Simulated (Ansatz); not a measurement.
**Geometry relaxation, with input and output: TiNH₄ClOF₂**

- system: TiNH₄ClOF₂
- method: RKS PBE0-D4/def2-SVP (Ansatz 0.2.0)

The input holds or restrains some coordinates. It belongs to a series of runs on one base structure; here: pulled along the bonds that form and break, towards end A. Figures and captions count atoms from 1; the log counts them from 0 in places.

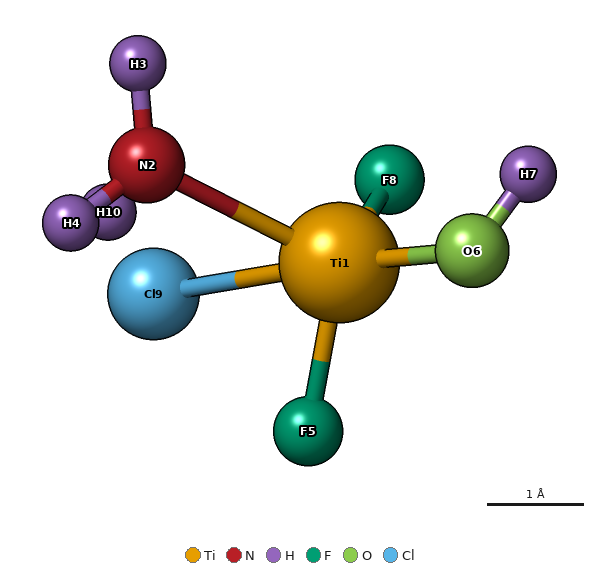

Fig. 1: The starting structure (ball-and-stick view, seen at a tilt; atoms are numbered from 1 in the order of the input). Sticks mark near contacts. Bond lengths as drawn: Cl–Ti 2.67 Å, F–Ti 1.83 Å, H–N 1.06 Å, H–O 1.01 Å, N–Ti 2.41 Å and O–Ti 1.92 Å.

Input:
```yaml
crystal:
  periodic: [false, false, false]
  atoms:
    - { symbol: Ti, position_ang: [0.0, 0.0, 0.0] }
    - { symbol: "N", position_ang: [0.0, 0.0, 2.41] }
    - { symbol: H, position_ang: [-0.877, -0.2713, 2.94] }
    - { symbol: H, position_ang: [0.877, 0.2713, 2.94] }
    - { symbol: F, position_ang: [1.7257, 0.0, -0.6094] }
    - { symbol: O, position_ang: [-0.9043, 1.5667, -0.6394] }
    - { symbol: H, position_ang: [-1.8621, 1.336, -0.8617] }
    - { symbol: F, position_ang: [-0.8619, -1.4933, -0.6094] }
    - { symbol: Cl, position_ang: [1.3935, -2.1162, 0.8419] }
    - { symbol: H, position_ang: [0.7414, -1.1258, 2.1049] }
basis:
  gaussian: { orbitals: def2-SVP }
hamiltonian:
  xc: pbe0
  dispersion: d4
relax:
  f_tol: 0.15
  max_steps: 25
  restrain:
    - { distance: [0, 8], at: 3.57, k: 30.0 }
    - { distance: [9, 1], at: 2.26, k: 30.0 }
    - { distance: [0, 1], at: 2.06, k: 30.0 }
    - { distance: [9, 8], at: 1.37, k: 30.0 }
output:
  orbitals: {}
```

Hardware: 4 threads of Arm Neoverse V2, 24 GiB of memory available, shared host.

Launched with:
```bash
ansatz run input.yaml --threads 4 --pin off --max-ram 5120MiB --backend cpu --events-out ev --progress --plain --runs-dir out
```

The program's output:
```
The last accepted step is kept in [file] (removed where the run ends without a failure and the disk answers)
Engine: ansatz 0.2.0, aarch64-unknown-linux-gnu
Functional definition: PBE0
  parameter a = 0.25
  parameter kappa = 0.804
  parameter beta = 0.06672455060314922
  exchange = (1 - a)*pbe_x(kappa = kappa, mu = beta*pi^2/3) + a*exact_x
  correlation = pbe_c(beta = beta)
1371 factors; integrals over basis functions are off by at most 2.5e-4 eV
mean field evaluation 1: about -44627.7298 eV, gradient 9.0e1 eV
mean field evaluation 2: about -44078.7075 eV, gradient 4.5e2 eV
mean field evaluation 4: about -44639.8880 eV, gradient 5.3e1 eV
mean field evaluation 8: about -44645.2274 eV, gradient 6.1e-1 eV
mean field evaluation 16: about -44645.2844 eV, gradient 1.5e-3 eV
mean field -44645.28438062 eV, -1640.6839393272 hartree, gradient 5.9e-5 eV, S^2 0.000000; 0 other end points of the search recorded, 0 dependent functions left out
the calculation of the forces begins
reference -44645.28445787 eV, -1640.6839421660 hartree; 38, 38 occupied and 87, 87 virtual orbitals, 1371 factors
relax step   1: F+E_penalty+E_count = -44645.47889925 eV  Δ(F+E_penalty+E_count) = +0.000e0 eV  max|allowed force component| = 3.276e0 eV/Å  E_restraint = 27.51833907 eV  max|allowed force component, restraints' pulls added| = 2.660e1 eV/Å  Δτ_max = 0.0000 Å  (35 SCF iters, accepted)
  distance Ti 0 - Cl 8 = 2.6700 Å
  distance H 9 - N 1 = 1.3821 Å
  distance Ti 0 - N 1 = 2.4100 Å
  distance H 9 - Cl 8 = 1.7324 Å
these checks for a lower state are left out or cut short: starts, cluster_reference, orbital_swaps, neighbouring_geometries, increment
1371 factors; integrals over basis functions are off by at most 4.0e-4 eV
mean field -44645.27377291 eV, -1640.6835495011 hartree, gradient 2.1e-5 eV, S^2 0.000000; 0 other end points of the search recorded, 0 dependent functions left out
[... from here on the field's lines of each further geometry are left out, up to the last ...]
relax step   2: F+E_penalty+E_count = -44645.46917707 eV  Δ(F+E_penalty+E_count) = +9.722e-3 eV  max|allowed force component| = 3.319e0 eV/Å  E_restraint = 12.74136642 eV  max|allowed force component, restraints' pulls added| = 1.928e1 eV/Å  Δτ_max = 0.1935 Å  (44 SCF iters, accepted)
relax step   3: F+E_penalty+E_count = -44645.75425520 eV  Δ(F+E_penalty+E_count) = -2.851e-1 eV  max|allowed force component| = 4.560e0 eV/Å  E_restraint = 4.10038511 eV  max|allowed force component, restraints' pulls added| = 9.646e0 eV/Å  Δτ_max = 0.1949 Å  (44 SCF iters, accepted)
relax step   4: F+E_penalty+E_count = -44646.58133718 eV  Δ(F+E_penalty+E_count) = -8.271e-1 eV  max|allowed force component| = 4.088e0 eV/Å  E_restraint = 0.55966729 eV  max|allowed force component, restraints' pulls added| = 4.033e0 eV/Å  Δτ_max = 0.1949 Å  (36 SCF iters, accepted)
relax step   5: F+E_penalty+E_count = -44647.42327240 eV  Δ(F+E_penalty+E_count) = -8.419e-1 eV  max|allowed force component| = 1.277e0 eV/Å  E_restraint = 0.06216964 eV  max|allowed force component, restraints' pulls added| = 1.284e0 eV/Å  Δτ_max = 0.1919 Å  (35 SCF iters, accepted)
relax step   6: F+E_penalty+E_count = -44647.59811519 eV  Δ(F+E_penalty+E_count) = -1.748e-1 eV  max|allowed force component| = 1.745e0 eV/Å  E_restraint = 0.06502287 eV  max|allowed force component, restraints' pulls added| = 1.752e0 eV/Å  Δτ_max = 0.1902 Å  (35 SCF iters, accepted)
relax step   7: F+E_penalty+E_count = -44647.70896317 eV  Δ(F+E_penalty+E_count) = -1.108e-1 eV  max|allowed force component| = 2.056e0 eV/Å  E_restraint = 0.07195288 eV  max|allowed force component, restraints' pulls added| = 5.869e-1 eV/Å  Δτ_max = 0.2000 Å  (41 SCF iters, accepted)
relax step   8: F+E_penalty+E_count = -44647.74257732 eV  Δ(F+E_penalty+E_count) = -3.361e-2 eV  max|allowed force component| = 1.749e0 eV/Å  E_restraint = 0.07540003 eV  max|allowed force component, restraints' pulls added| = 2.346e-1 eV/Å  Δτ_max = 0.1899 Å  (35 SCF iters, accepted)
the calculation of the forces begins
reference -44647.57253225 eV, -1640.7680273484 hartree; 38, 38 occupied and 87, 87 virtual orbitals, 1371 factors
relax step   9: F+E_penalty+E_count = -44647.76435365 eV  Δ(F+E_penalty+E_count) = -2.178e-2 eV  max|allowed force component| = 1.785e0 eV/Å  E_restraint = 0.07938743 eV  max|allowed force component, restraints' pulls added| = 1.131e-1 eV/Å  Δτ_max = 0.2000 Å  (34 SCF iters, accepted)
  distance Ti 0 - Cl 8 = 3.5704 Å
  distance H 9 - N 1 = 2.2496 Å
  distance Ti 0 - N 1 = 1.9979 Å
  distance H 9 - Cl 8 = 1.3336 Å
1371 factors; integrals over basis functions are off by at most 8.9e-4 eV
mean field evaluation 96: about -44647.5725 eV, gradient 1.1e-3 eV
```

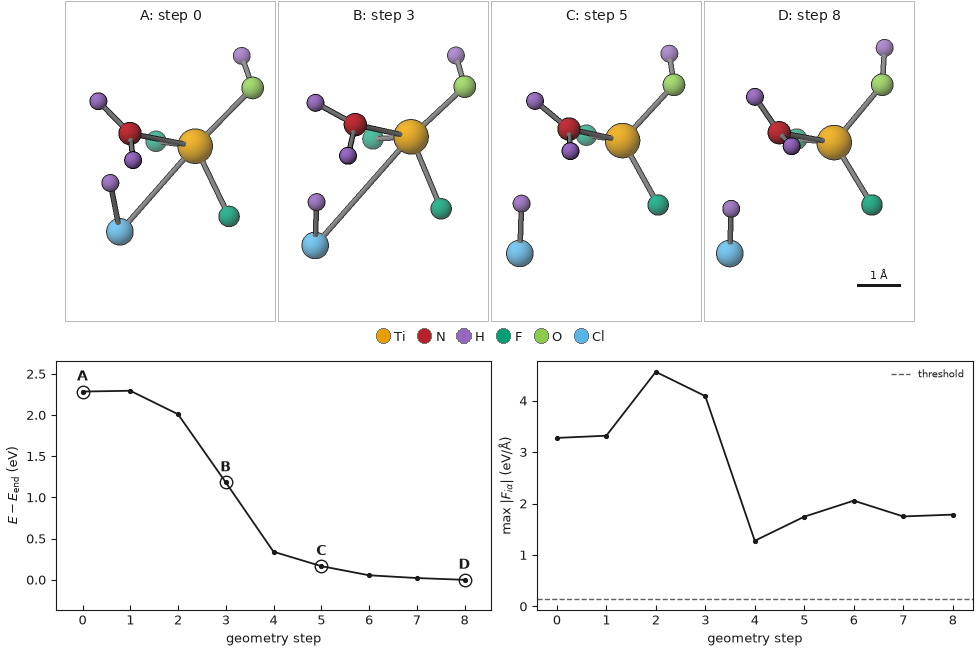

Fig. 2: Frames of the restrained relaxation (ball-and-stick view, seen at a tilt) above the curves, on which the letters mark them (the first geometry is step 0 here and step 1 in the log).

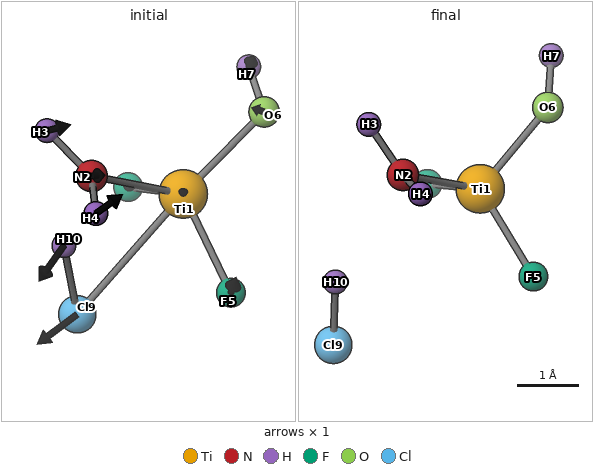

Fig. 3: Before (left) and after (right) the restrained relaxation, at one scale (ball-and-stick view, seen at a tilt). The black arrows give the displacements, at true length. Cl9 moves most after the best rigid fit: 0.85 Å. Largest moves by element: Cl 0.85 Å, H 0.85 Å, F 0.40 Å, N 0.33 Å, O 0.23 Å, Ti 0.14 Å. Among the contacts that change: Ti1–Cl9 2.670 → 3.570 Å, Ti1–N2 2.410 → 1.998 Å, Cl9–H10 1.732 → 1.334 Å, Ti1–O6 1.919 → 1.761 Å. New bonds form: Cl9–H10 (1.73 → 1.33 Å). Bonds break: Ti1–Cl9 (2.67 → 3.57 Å). Among the angles that change: Ti1–O6–H7 109.5° → 137.5°, H3–N2–H4 120.0° → 109.4°, F5–Ti1–F8 109.5° → 116.4°. The energy falls by 2.285 eV in 8 geometry steps. Largest force component: 3.3 eV/Å at the start, 1.8 eV/Å at the end. (Atoms are counted from 1 in the order of the input.)

```
mean field -44647.57245634 eV, -1640.7680245589 hartree, gradient 1.9e-5 eV, S^2 0.000000; 1 other end points of the search recorded, 0 dependent functions left out
the calculation of the forces begins
reference -44647.57253225 eV, -1640.7680273484 hartree; 38, 38 occupied and 87, 87 virtual orbitals, 1371 factors
Total energy: -44647.76442956 eV, -1640.7750794446 hartree
Atom 0 at    -0.039027     0.096291     0.096084 Å, force    -0.115190     0.004582     1.746459 eV/Å
Atom 1 at    -0.042612     0.057488     2.093583 Å, force     0.157572    -0.250416    -1.785015 eV/Å
Atom 2 at    -0.910236     0.015073     2.625307 Å, force     0.009408    -0.009745    -0.020369 eV/Å
Atom 3 at     0.623969     0.655446     2.580218 Å, force     0.000252     0.003859     0.018347 eV/Å
Atom 4 at     1.600086     0.343187    -0.412233 Å, force    -0.035945     0.064751    -0.033863 eV/Å
Atom 5 at    -1.025510     1.437974    -0.475758 Å, force     0.062538    -0.101346    -0.001968 eV/Å
Atom 6 at    -1.942686     1.588299    -0.727852 Å, force     0.071819    -0.003758     0.015734 eV/Å
Atom 7 at    -0.820191    -1.340280    -0.488155 Å, force    -0.010101     0.044521     0.025284 eV/Å
Atom 8 at     1.730041    -2.784999     1.243343 Å, force    -0.457676     0.614563     0.550958 eV/Å
Atom 9 at     1.058467    -1.901081     1.982363 Å, force     0.317322    -0.367011    -0.515567 eV/Å
Dipole moment:    -0.664396     0.599398     0.315835 e Å
```

Trajectory as extended XYZ (Å, eV, eV/Å), 9 frames, from step=1 to step=9:
```
10
Properties=species:S:1:pos:R:3:forces:R:3 step=1 energy=-44645.47890
Ti    0.0000    0.0000    0.0000    1.7791  -1.8281  -0.5283
N     0.0000    0.0000    2.4100    1.8994  -2.4439  -1.6883
H    -0.8770   -0.2713    2.9400    1.7256   0.6221  -0.3820
H     0.8770    0.2713    2.9400   -1.9532   0.4544  -0.2373
F     1.7257    0.0000   -0.6094   -3.0357   1.5813   0.1806
O    -0.9043    1.5667   -0.6394   -0.4328  -3.2758   0.7573
H    -1.8621    1.3360   -0.8617    1.6333   0.6655   0.2969
F    -0.8619   -1.4933   -0.6094    0.3842   3.1307   0.5170
Cl    1.3935   -2.1162    0.8419   -0.2520   0.0239   1.4468
H     0.7414   -1.1258    2.1049   -1.7478   1.0700  -0.3628
10
Properties=species:S:1:pos:R:3:forces:R:3 step=2 energy=-44645.46918
Ti   -0.0630    0.1024    0.0230    2.4931  -2.9370   0.3870
N    -0.0501    0.0975    2.3502    1.3501  -1.3291  -1.0936
H    -0.8629   -0.2632    2.9315    1.4463   0.7355  -0.8014
H     0.8480    0.2763    2.9270   -2.2026   0.0691  -1.0560
F     1.6809    0.0186   -0.6017   -3.3188   1.2939   0.7373
O    -0.9136    1.5606   -0.6391   -0.4172  -2.0167   0.4550
H    -1.8549    1.3403   -0.8610    0.8440   0.5859   0.0572
F    -0.8547   -1.4491   -0.5991    0.5641   3.2802   0.8822
Cl    1.4755   -2.2436    0.9623   -0.6913   0.8794   1.9626
H     0.8271   -1.2726    2.0238   -0.0676  -0.5613  -1.5302
10
Properties=species:S:1:pos:R:3:forces:R:3 step=3 energy=-44645.75425
Ti   -0.1107    0.1853    0.0586    3.4882  -4.5598   1.2795
N    -0.1076    0.2082    2.2907    1.2907  -1.0755  -0.2210
H    -0.8470   -0.2521    2.9149    1.2225   0.9211  -1.2946
H     0.8147    0.2733    2.9018   -2.4404   0.1129  -1.7807
F     1.6358    0.0339   -0.5867   -3.2190   1.1636   1.0323
O    -0.9210    1.5494   -0.6379   -0.9744  -0.1213  -0.1893
H    -1.8510    1.3467   -0.8624    0.2213   0.5296  -0.1383
F    -0.8458   -1.4040   -0.5833    0.5531   3.1976   1.0838
Cl    1.5389   -2.3429    1.0550   -0.7169   0.9673   1.7486
H     0.9260   -1.4303    1.9662    0.5748  -1.1356  -1.5202
10
Properties=species:S:1:pos:R:3:forces:R:3 step=4 energy=-44646.58134
Ti   -0.1261    0.2314    0.1164    2.9725  -4.0881   1.0198
N    -0.1380    0.2680    2.2171    1.1252  -1.1855   0.1874
H    -0.8238   -0.2212    2.8640    0.6270   0.8365  -1.3253
H     0.7564    0.2835    2.8390   -1.7382   0.3393  -1.7262
F     1.5670    0.0694   -0.5543   -2.3996   0.9129   1.0560
O    -0.9433    1.5544   -0.6360   -0.7720   0.3713  -0.1873
H    -1.8621    1.3637   -0.8725   -0.1624   0.4118  -0.2339
F    -0.8407   -1.3230   -0.5477    0.4125   2.5062   1.0925
Cl    1.6273   -2.4847    1.1552   -0.4437   0.6259   0.9152
H     1.0154   -1.5741    1.9358    0.3787  -0.7302  -0.7982
10
Properties=species:S:1:pos:R:3:forces:R:3 step=5 energy=-44647.42327
Ti   -0.0970    0.2068    0.1344    0.7877  -1.2768   1.2756
N    -0.1256    0.2370    2.1478    0.7478  -0.8404  -0.1288
H    -0.8386   -0.1768    2.7874    0.3680   0.4856  -0.8959
H     0.7270    0.3369    2.7598   -0.9328   0.1924  -1.0395
F     1.5258    0.1578   -0.5075   -0.4926   0.3936   0.3625
O    -0.9676    1.5507   -0.5948   -0.4552  -0.0772  -0.0019
H    -1.8776    1.3829   -0.8826    0.0760   0.3135  -0.0756
F    -0.8790   -1.2369   -0.4902    0.0321   0.7481   0.4373
Cl    1.7121   -2.6256    1.2542   -0.4682   0.6897   0.5867
H     1.0528   -1.6656    1.9083    0.3371  -0.6284  -0.5204
10
Properties=species:S:1:pos:R:3:forces:R:3 step=6 energy=-44647.59812
Ti   -0.0606    0.1614    0.1154    0.1000   0.2341   1.7445
N    -0.0809    0.1783    2.1125    0.8459  -0.3099  -0.1271
H    -0.8440   -0.1151    2.7497    0.3720   0.2789  -0.6947
H     0.7090    0.5059    2.7355   -1.0450  -0.3432  -1.1340
F     1.5506    0.2559   -0.5036    0.0464   0.1813   0.0700
O    -0.9916    1.5311   -0.5302   -0.1187  -0.3835   0.0274
H    -1.8938    1.3934   -0.8530    0.1126   0.2182   0.0024
F    -0.8784   -1.2369   -0.4860   -0.2005  -0.1019   0.0499
Cl    1.7740   -2.6822    1.2695   -0.8429   0.8177   0.6636
H     0.9480   -1.8243    1.9071    0.7302  -0.5918  -0.6021
10
Properties=species:S:1:pos:R:3:forces:R:3 step=7 energy=-44647.70896
Ti   -0.0862    0.0993    0.1177    0.2143   0.3647   2.0561
N    -0.0754    0.1007    2.1179   -0.0807  -0.2945  -1.2392
H    -0.9105    0.0721    2.7267    0.5277  -0.0006  -0.4978
H     0.7092    0.5050    2.6438   -0.2940  -0.0603  -0.2775
F     1.5641    0.3343   -0.3495   -0.0133  -0.0522  -0.0715
O    -0.9926    1.4861   -0.4983   -0.3501  -0.2508  -0.1161
H    -1.8889    1.4578   -0.8664    0.2438   0.1242   0.0941
F    -0.9161   -1.3123   -0.4552   -0.0593  -0.0514  -0.0601
Cl    1.7924   -2.7363    1.2197   -0.5855   0.6951   0.4841
H     1.0362   -1.8394    1.8605    0.3971  -0.4741  -0.3721
10
Properties=species:S:1:pos:R:3:forces:R:3 step=8 energy=-44647.74258
Ti   -0.0328    0.1454    0.1327   -0.0272  -0.2181   1.7495
N    -0.0230    0.0750    2.1298    0.0799  -0.0908  -1.7170
H    -0.8686    0.0608    2.7044    0.1696   0.0359  -0.1455
H     0.7042    0.6256    2.5932   -0.1334  -0.1220   0.0093
F     1.5923    0.4470   -0.3840    0.0315   0.0151  -0.0115
O    -1.0407    1.4530   -0.4836   -0.0094  -0.1057   0.0510
H    -1.9330    1.4248   -0.8427   -0.0522   0.0814  -0.0192
F    -0.7799   -1.3215   -0.4305    0.0101   0.1410  -0.0108
Cl    1.7173   -2.7770    1.2121   -0.6216   0.5925   0.5197
H     0.8966   -1.9656    1.8853    0.5527  -0.3292  -0.4256
10
Properties=species:S:1:pos:R:3:forces:R:3 step=9 energy=-44647.76435
Ti   -0.0390    0.0963    0.0961   -0.1152   0.0046   1.7465
N    -0.0426    0.0575    2.0936    0.1576  -0.2504  -1.7850
H    -0.9102    0.0151    2.6253    0.0094  -0.0097  -0.0204
H     0.6240    0.6554    2.5802    0.0003   0.0039   0.0183
F     1.6001    0.3432   -0.4122   -0.0359   0.0648  -0.0339
O    -1.0255    1.4380   -0.4758    0.0625  -0.1013  -0.0020
H    -1.9427    1.5883   -0.7279    0.0718  -0.0038   0.0157
F    -0.8202   -1.3403   -0.4882   -0.0101   0.0445   0.0253
Cl    1.7300   -2.7850    1.2433   -0.4577   0.6146   0.5510
H     1.0585   -1.9011    1.9824    0.3173  -0.3670  -0.5156
```

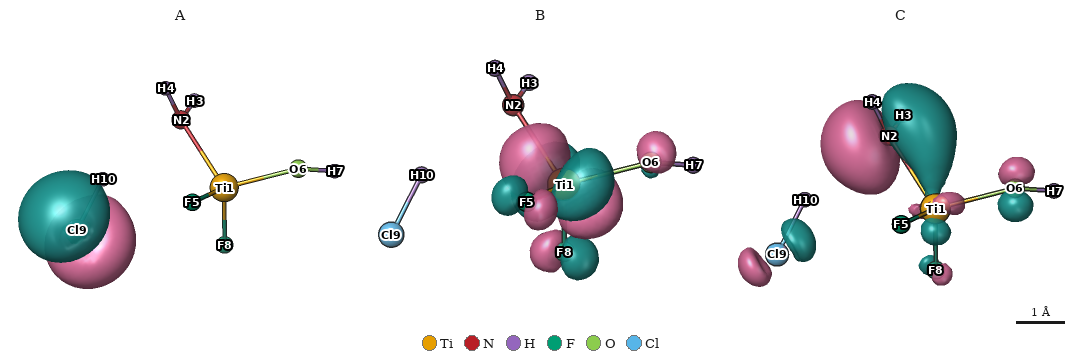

Fig. 4: Three frontier orbitals at ±0.15 Å⁻³ᐟ² (teal and pink are the two phases). A is the HOMO−1 (−8.53 eV). C is the HOMO (−7.83 eV). B is the LUMO (−2.24 eV). It lies mainly on Ti1 (80 %). The HOMO–LUMO gap is 5.59 eV between the orbital energies.

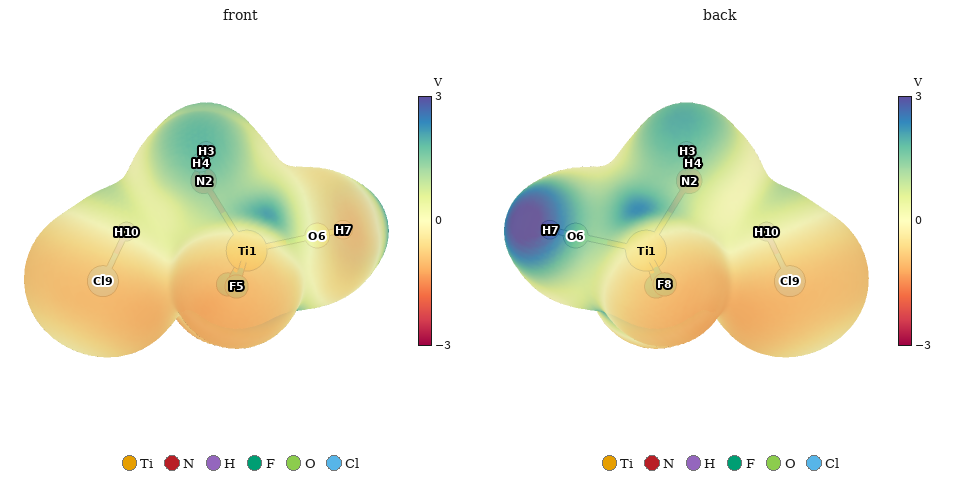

Fig. 5: The molecular electrostatic potential painted on the density surface at 0.002 e/bohr³, seen at a tilt and from behind; the colour scale runs from red (negative) to blue (positive).

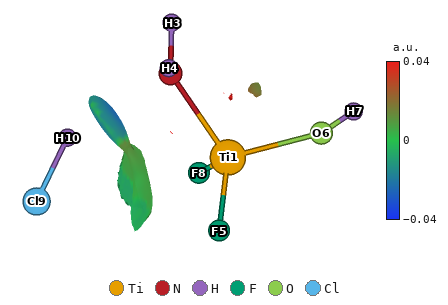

Fig. 6: Non-covalent interaction (NCI) plot: the surface where the reduced density gradient is 0.6, for densities under 0.05 a.u., coloured by sign(λ₂)ρ; seen at a tilt.

Results in brief:

```csv
quantity,value
outcome,converged under the restraints of the input
total energy,−44647.7644 eV
mean-field energy,−44647.5725 eV
"largest force (length of the vector) at the end, held atoms and coordinates included",1.809 eV/Å
wall time,24 s (CPU time 91 s)
peak memory,0.35 GiB
```
